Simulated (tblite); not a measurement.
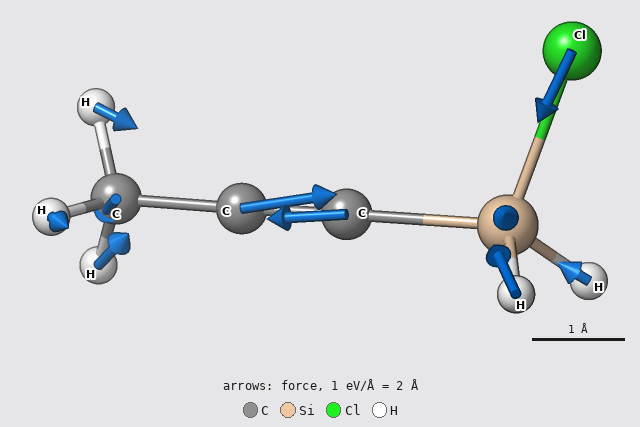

Starting geometry of C$_{3}$H$_{5}$ClSi with the computed forces as blue arrows. Style: ball-and-stick. Shown at a tilt.

Level of theory: GFN2-xTB geometry optimisation, gas phase (tblite 0.8.0). 

> Is this structure relaxed? If not, where do the atoms go?

It isn't relaxed: the largest force vector, on a C atom, is 0.58 eV/Å. The final displacements follow the starting forces only in part (cosine between the two patterns 0.50). The largest move after the best rigid fit is that of an H atom, 0.068 Å. By element the largest moves are H 0.068 Å, Cl 0.049 Å, C 0.022 Å, Si 0.015 Å. Near-neighbour distances that change, for instance: Cl–Si 2.062 → 2.027 Å, H–Si 1.493 → 1.461 Å, C–Si 1.858 → 1.841 Å, C–H 1.103 → 1.090 Å. Among the angles between lasting bonds that change: H–Si–H 110.2° → 112.7°, C–Si–H 112.1° → 109.6°. Over 15 geometry steps the energy falls by 1.02 kcal/mol. Cost: 0.24 s on 1 thread of Intel(R) Xeon(R) Processor @ 2.50GHz, with other jobs on the host.
